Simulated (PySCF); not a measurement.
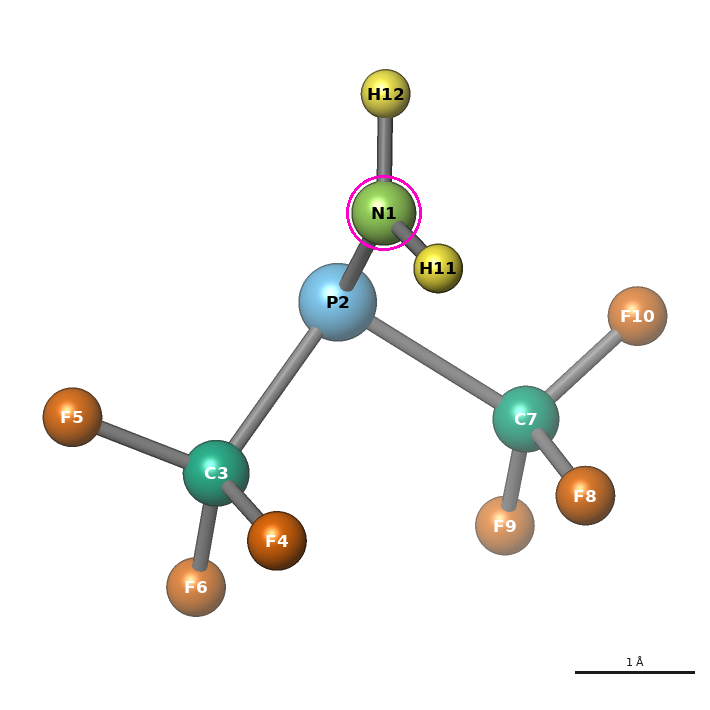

Orthographic view. Atoms fade into the background with distance from the viewer. Computed geometry: PBE0-D3(BJ)/def2-TZVP optimisation. No frequency run is at hand to confirm it as a minimum.

Name the neighbours of the circled atom.

The circled atom is N1; it is bonded to P2, H11, H12.

Which atom is farthest from the viewer?

F9, 1.9 Å behind the mean position.

Of C3 and F6, which is nearer the viewer?

C3; the bond to F6 points away from the viewer, so it looks shorter than its 1.33 Å.

Which two atoms are farthest apart in space?

F5 and F10, 5.14 Å.
